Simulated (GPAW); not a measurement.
Consider NaMgF3 (Pm-3m).

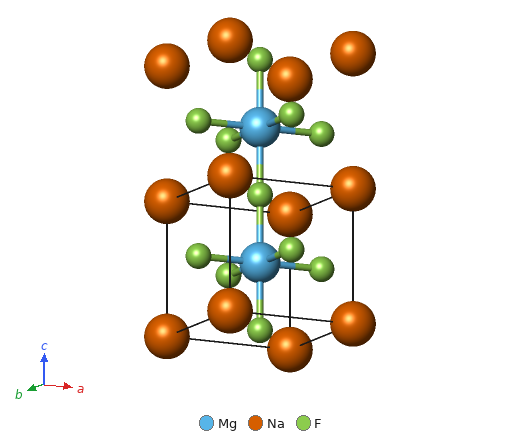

The structure (magnesium blue, sodium orange, fluorine green). 1×1×2 cells are drawn. Some periodic images of atoms are drawn too.

```cif
data_structure
_symmetry_space_group_name_H-M 'P 1'
_symmetry_Int_Tables_number 1
_cell_length_a 3.9508
_cell_length_b 3.9508
_cell_length_c 3.9508
_cell_angle_alpha 90.000
_cell_angle_beta 90.000
_cell_angle_gamma 90.000
_cell_volume 61.67
loop_
_atom_site_label
_atom_site_type_symbol
_atom_site_fract_x
_atom_site_fract_y
_atom_site_fract_z
_atom_site_occupancy
Mg1 Mg 0.50000 0.50000 0.50000 1
Na2 Na 0.00000 0.00000 0.00000 1
F3 F 0.00000 0.50000 0.50000 1
F4 F 0.50000 0.00000 0.50000 1
F5 F 0.50000 0.50000 0.00000 1
```

Absorber: atom 3, with 2 Mg at 1.98 Å (linear, site symmetry 4/mmm). Method: GPAW, LDA, full core hole (charged cell), 10-atom cell with 5.6 Å between holes, 6×6×6 k points, dipole transitions, Gaussian full width 0.9 eV up to 4 eV, rising linearly to 3.5 eV at 25 eV.

What does the F K edge look like?

Main maxima up to 24 eV above the zero (height): 5.0 eV (1.71), 7.7 eV (2.38) and 18.2 eV (1.09). A K edge sees empty p states on the absorber. The total-energy difference plus the lowest empty eigenvalue puts the zero at 689.86 eV. One term is added: -9.89 eV, since the hole is spin-paired here and a spin-polarised one costs that much less in the free atom (computed apart). The photon energy is then 679.97 eV. The functional and the charged cell's background leave an error in such absolute values: in the free atom LDA prices this hole 4.7 eV below PBE (computed apart), and PBE is itself good to a few eV.

The F K spectrum (energy from the lowest empty level; intensity scaled to a mean of 1 over the first 20 eV):

```
E (eV)  intensity
  -2.0       0.00
  -0.5       0.00
   1.0       0.09
   2.5       0.37
   4.0       1.48
   5.5       1.66
   7.0       2.14
   8.5       1.96
  10.0       1.36
  11.5       0.69
  13.0       0.31
  14.5       0.35
  16.0       0.72
  17.5       1.05
  19.0       1.03
  20.5       0.80
  22.0       0.71
  23.5       0.80
  25.0       0.87
  26.5       0.87
  28.0       0.95
  29.5       1.19
  31.0       1.41
```

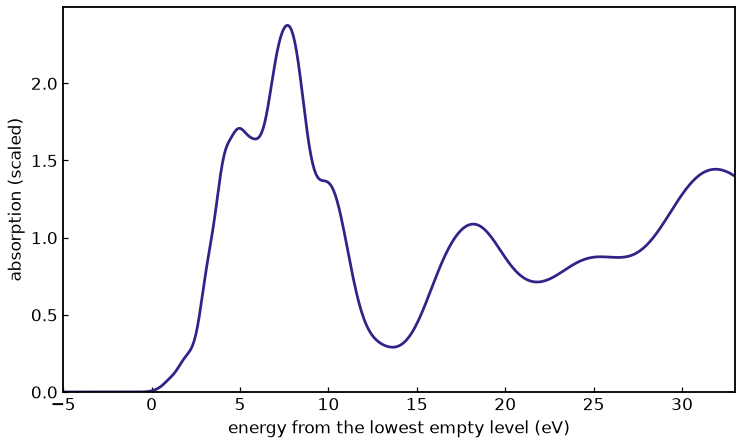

The F K edge.

The holes are only 5.6 Å apart, so the shape is probably not converged with cell size; no larger cell was run here. The mesh is coarse (0.27 Å⁻¹ between points), so small maxima may be mesh ripples. The structure is a computed Materials Project entry and may be a hypothetical form.

[Banner, clock and machine lines of the logs are left out without a mark of their own.]

[Logs are printed without paths, hosts, clocks, repeated set-up lines and the standing remarks that a program may print on its own settings, such as how far it seeks lower states.]

[Hosts, paths, dates, database ids (printed as entryN), source tags and the programs' standing remarks are cut or masked in the printed files.]

[Lists of maxima count a maximum above −3 eV only where it reaches 4 % of the highest in the window and stands out from its surroundings by 2 % of it (1.5 % where it reaches 55 %); shoulders and weaker maxima are passed over, and of the rest the first, up to two pre-edge ones and the few strongest are named.]
